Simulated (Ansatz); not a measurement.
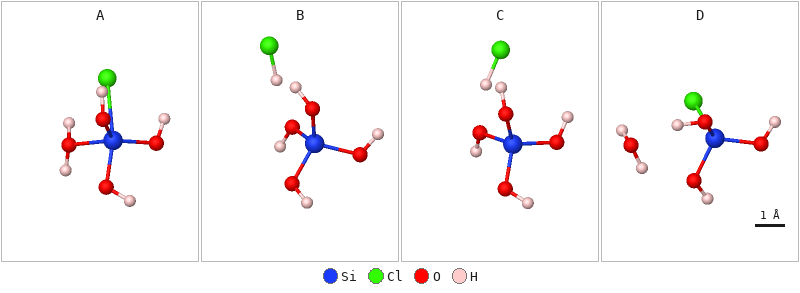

4 geometries from a converged minimum-energy path of SiH$_{5}$O$_{4}$Cl, shuffled. The picture is a ball-and-stick view, seen at a tilt.

Method: Ansatz 0.2.0, RKS PBE0/def2-SVP. Run with 9 movable images; climbing image; force threshold 0.05 eV/Å; iteration limit 60; starting path through a guess of the saddle point.

One of them is the converged climbing image. Which?

A. In order along the path, whose images run from 0 to 10: D (image 1, +0.5 kJ/mol), A (image 5, +72.5 kJ/mol), C (image 7, +15.4 kJ/mol), B (image 9, +8.4 kJ/mol). Breaking: H–O (0.96 → 1.74 Å), Cl–Si (2.06 → 3.78 Å). Forming: Cl–H (3.68 → 1.32 Å), O–Si (3.17 → 1.68 Å).

The run took 5.4 min on 2 threads of Intel(R) Xeon(R) 6975P-C (Granite Rapids), on a shared host, peak memory 0.33 GiB.
